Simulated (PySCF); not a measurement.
**Run report: C6H10Ge, saddle-point search**

The run: saddle-point search of C6H10Ge. Method and program: PBE0-D3(BJ)/def2-SVP saddle search from the GFN2-xTB point and Hessian, gas phase (PySCF 2.14.0).

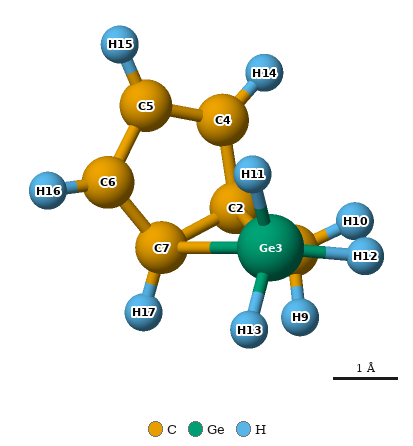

Figure 1. The structure as given in the input (ball-and-stick view, seen at a tilt; atoms are numbered from 1 in the order of the input). Sticks mark near contacts.

## Input file
```
{"job": {"xc": "PBE0", "basis": "def2-SVP", "kind": "refine"}, "charge": 0, "multiplicity": 1}
C      0.853842     1.660602    -0.801748
C     -0.001230     0.551579    -0.273405
Ge     1.227282    -0.777081     0.984186
C     -1.206494     0.710119     0.437692
C     -1.955487    -0.450825     0.322690
C     -1.272320    -1.369526    -0.464100
C     -0.050279    -0.806409    -0.845959
H      0.349484     2.153297    -1.633882
H      1.809278     1.276031    -1.161312
H      1.045364     2.404927    -0.029344
H      0.321799    -1.310691     2.044811
H      2.143519     0.296727     1.554369
H      2.208274    -1.854745     0.552047
H     -1.501848     1.609625     0.948280
H     -2.920032    -0.614697     0.771062
H     -1.617744    -2.351084    -0.735722
H      0.566592    -1.127850    -1.669664
```

The first line tells a small driver script what to run in PySCF; the rest is the geometry in Å.

Run on 1 CPU thread, shared host.

Command:
```bash
OMP_NUM_THREADS=1 python <driver script> task.json out
```

## The program's output
```
step      E/eV     max force
  0    -62875.76828   0.7352
  1    -62875.86568   0.2510
  2    -62875.86919   0.1169
  3    -62875.87116   0.0712
  4    -62875.87166   0.0388
  5    -62875.87187   0.0071
```

## Trajectory as extended XYZ (Å, eV, eV/Å), 6 frames, from step=0 to step=5
```
17
Properties=species:S:1:pos:R:3:forces:R:3 step=0 energy=-62875.76828
C     0.8538    1.6606   -0.8017   -0.0810  -0.3230   0.2120
C    -0.0012    0.5516   -0.2734    0.2300  -0.1330  -0.3020
Ge    1.2273   -0.7771    0.9842   -0.0060   0.0720  -0.2070
C    -1.2065    0.7101    0.4377    0.0480   0.1260   0.0550
C    -1.9555   -0.4508    0.3227   -0.2760   0.1060  -0.0630
C    -1.2723   -1.3695   -0.4641    0.0560  -0.2630  -0.1310
C    -0.0503   -0.8064   -0.8460   -0.0860   0.5000   0.1060
H     0.3495    2.1533   -1.6339   -0.1410   0.1720  -0.3070
H     1.8093    1.2760   -1.1613    0.3400   0.0180  -0.1340
H     1.0454    2.4049   -0.0293    0.1240   0.2760   0.2100
H     0.3218   -1.3107    2.0448   -0.5480  -0.2220   0.4370
H     2.1435    0.2967    1.5544    0.2670   0.5240   0.1010
H     2.2083   -1.8547    0.5520    0.3150  -0.3950  -0.3210
H    -1.5018    1.6096    0.9483   -0.0830   0.4320   0.3760
H    -2.9200   -0.6147    0.7711   -0.4690  -0.1100   0.2910
H    -1.6177   -2.3511   -0.7357   -0.1190  -0.5420  -0.0650
H     0.5666   -1.1278   -1.6697    0.4290  -0.2360  -0.2590
17
Properties=species:S:1:pos:R:3:forces:R:3 step=1 energy=-62875.86568
C     0.8674    1.6668   -0.7924    0.0670   0.0570  -0.0750
C    -0.0153    0.5599   -0.2987    0.0620   0.0400   0.0460
Ge    1.2194   -0.7927    0.9762    0.1100  -0.0100   0.0310
C    -1.2165    0.7186    0.4349   -0.0520   0.1520   0.0520
C    -1.9762   -0.4495    0.3190   -0.1070  -0.0400   0.0610
C    -1.2834   -1.3809   -0.4654   -0.0660  -0.1000  -0.0530
C    -0.0641   -0.7956   -0.8605    0.1880  -0.1230  -0.1120
H     0.4138    2.1431   -1.6804    0.0450  -0.0290   0.0820
H     1.8690    1.3073   -1.0874   -0.0990   0.0420   0.0310
H     1.0016    2.4430   -0.0219    0.0000  -0.0440  -0.0520
H     0.2461   -1.3138    2.0488    0.1260   0.0580  -0.1200
H     2.1491    0.3599    1.4919   -0.1430  -0.1780  -0.0590
H     2.2111   -1.8963    0.4782   -0.1400   0.1430   0.0810
H    -1.4868    1.6140    0.9985    0.0240  -0.0450  -0.0220
H    -2.9339   -0.6300    0.8115    0.0300   0.0050  -0.0090
H    -1.6053   -2.3955   -0.7028    0.0250   0.0290   0.0230
H     0.6040   -1.1583   -1.6494   -0.0700   0.0440   0.0940
17
Properties=species:S:1:pos:R:3:forces:R:3 step=2 energy=-62875.86919
C     0.8744    1.6662   -0.7904    0.0450   0.0160  -0.0230
C    -0.0099    0.5552   -0.2994   -0.0140  -0.0180  -0.0220
Ge    1.2139   -0.7818    0.9657   -0.0660  -0.0020  -0.0160
C    -1.2157    0.7195    0.4346    0.0240  -0.0150   0.0080
C    -1.9767   -0.4488    0.3241   -0.0040   0.0080  -0.0020
C    -1.2878   -1.3828   -0.4662    0.0090  -0.0160  -0.0050
C    -0.0685   -0.8016   -0.8681   -0.0370   0.0480  -0.0090
H     0.4431    2.1258   -1.6972    0.0220  -0.0260   0.0690
H     1.8899    1.3171   -1.0483   -0.1070   0.0360   0.0150
H     0.9760    2.4534   -0.0252    0.0030  -0.0570  -0.0690
H     0.2520   -1.3152    2.0228   -0.0230  -0.0250   0.0520
H     2.1243    0.3520    1.4910    0.0750   0.0700   0.0560
H     2.1905   -1.8673    0.4570    0.0620  -0.0500  -0.0140
H    -1.4748    1.6115    1.0065   -0.0020  -0.0100  -0.0160
H    -2.9287   -0.6307    0.8259    0.0120   0.0060  -0.0090
H    -1.6034   -2.4036   -0.6850    0.0000   0.0380  -0.0100
H     0.6014   -1.1688   -1.6477    0.0010  -0.0050  -0.0040
17
Properties=species:S:1:pos:R:3:forces:R:3 step=3 energy=-62875.87116
C     0.8677    1.6674   -0.7918    0.0080  -0.0060   0.0070
C    -0.0069    0.5539   -0.2926   -0.0220  -0.0120  -0.0150
Ge    1.2190   -0.7791    0.9793   -0.0600  -0.0110   0.0080
C    -1.2187    0.7157    0.4321    0.0210   0.0230   0.0240
C    -1.9769   -0.4523    0.3130   -0.0250  -0.0020   0.0110
C    -1.2801   -1.3851   -0.4722   -0.0130  -0.0450  -0.0160
C    -0.0603   -0.8011   -0.8638    0.0280   0.0080  -0.0650
H     0.3878    2.1721   -1.6455   -0.0050   0.0000  -0.0080
H     1.8503    1.3069   -1.1328    0.0050  -0.0020   0.0040
H     1.0409    2.4209   -0.0089   -0.0020  -0.0050  -0.0050
H     0.2499   -1.2817    2.0502    0.0110  -0.0040   0.0020
H     2.1533    0.3495    1.4850    0.0290   0.0330   0.0300
H     2.1784   -1.8954    0.4947    0.0240  -0.0050  -0.0130
H    -1.4865    1.6092    0.9985    0.0040  -0.0250  -0.0150
H    -2.9359   -0.6345    0.8012    0.0150   0.0050   0.0000
H    -1.5972   -2.4030   -0.7030    0.0110   0.0410   0.0080
H     0.6153   -1.1634   -1.6431   -0.0300   0.0050   0.0420
17
Properties=species:S:1:pos:R:3:forces:R:3 step=4 energy=-62875.87166
C     0.8729    1.6648   -0.7953   -0.0370  -0.0100   0.0060
C    -0.0160    0.5606   -0.3024    0.0250   0.0070   0.0010
Ge    1.2140   -0.7884    0.9722    0.0240   0.0030   0.0010
C    -1.2187    0.7221    0.4299   -0.0150   0.0000  -0.0090
C    -1.9779   -0.4494    0.3190   -0.0060  -0.0060   0.0030
C    -1.2844   -1.3835   -0.4634    0.0040  -0.0040  -0.0050
C    -0.0612   -0.8003   -0.8587   -0.0250   0.0040   0.0140
H     0.4093    2.1665   -1.6597   -0.0070   0.0020  -0.0130
H     1.8576    1.2966   -1.1184    0.0310  -0.0150  -0.0100
H     1.0387    2.4221   -0.0160    0.0010   0.0190   0.0210
H     0.2533   -1.3277    2.0323    0.0000  -0.0010  -0.0020
H     2.1138    0.3594    1.5104   -0.0090  -0.0140  -0.0140
H     2.2155   -1.8657    0.4769   -0.0100   0.0020   0.0090
H    -1.4873    1.6168    0.9922    0.0030   0.0060   0.0040
H    -2.9333   -0.6289    0.8146    0.0050  -0.0010  -0.0030
H    -1.6004   -2.4016   -0.6896    0.0020   0.0060   0.0050
H     0.6041   -1.1636   -1.6440    0.0150   0.0000  -0.0070
17
Properties=species:S:1:pos:R:3:forces:R:3 step=5 energy=-62875.87187
C     0.8704    1.6663   -0.7941    0.0040  -0.0020   0.0020
C    -0.0134    0.5594   -0.2989   -0.0040  -0.0030  -0.0010
Ge    1.2160   -0.7875    0.9734   -0.0060   0.0020  -0.0020
C    -1.2188    0.7209    0.4312    0.0030  -0.0010   0.0020
C    -1.9778   -0.4497    0.3178    0.0030   0.0000  -0.0030
C    -1.2836   -1.3829   -0.4664   -0.0020   0.0040   0.0020
C    -0.0618   -0.7992   -0.8607    0.0070  -0.0010   0.0000
H     0.4071    2.1599   -1.6637   -0.0030   0.0020  -0.0040
H     1.8598    1.3024   -1.1112    0.0010   0.0000   0.0000
H     1.0277    2.4293   -0.0175    0.0000   0.0020   0.0020
H     0.2544   -1.3165    2.0377   -0.0030   0.0010   0.0010
H     2.1282    0.3534    1.5003    0.0030   0.0040   0.0020
H     2.2034   -1.8778    0.4813    0.0020  -0.0030  -0.0030
H    -1.4862    1.6148    0.9956   -0.0010   0.0000   0.0000
H    -2.9335   -0.6305    0.8119   -0.0020  -0.0010   0.0010
H    -1.6000   -2.4004   -0.6936    0.0000  -0.0040   0.0000
H     0.6081   -1.1620   -1.6430   -0.0030   0.0010   0.0010
```

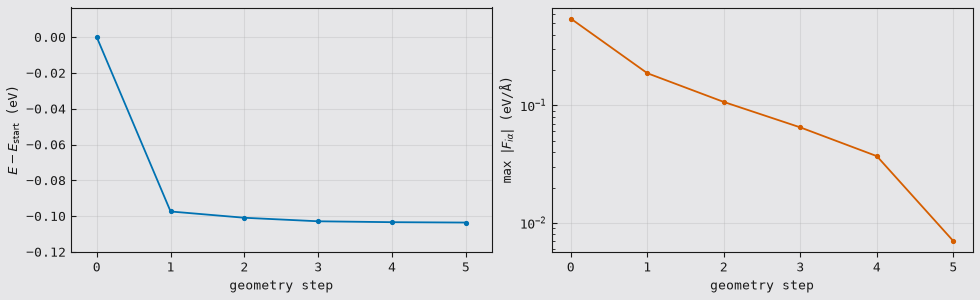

Figure 2. Progress of the saddle-point search, step by step (steps are counted from 0).

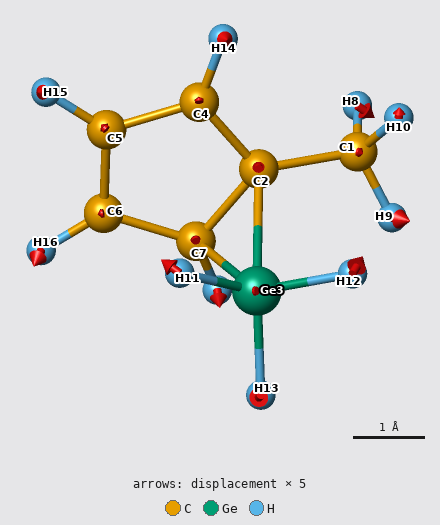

Figure 3. The starting structure with the displacements as red arrows, magnified 5 times (ball-and-stick view, seen at a tilt). The two geometries are laid on each other by the best rigid fit. H12 moves most after the best rigid fit: 0.080 Å. Largest moves by element: H 0.080 Å, C 0.029 Å, Ge 0.019 Å. Among the contacts that change: Ge3–H11 1.493 → 1.529 Å, Ge3–H12 1.522 → 1.553 Å, C2–Ge3 2.204 → 2.224 Å, C4–H14 1.076 → 1.090 Å. Among the angles that change: Ge3–C7–H17 107.6° → 103.8°, C7–Ge3–H12 131.4° → 128.2°, C2–Ge3–H12 97.1° → 94.2°. After 5 geometry steps the energy has fallen by 0.104 eV. The largest force component goes from 0.55 to 0.007 eV/Å. (Atoms are counted from 1 in the order of the input.)

## Results in brief

| quantity | value |
| --- | --- |
| outcome | converged |
| total energy | −2310.645692 hartree |
| wall time | 2 min |
| peak memory | 0.67 GiB |
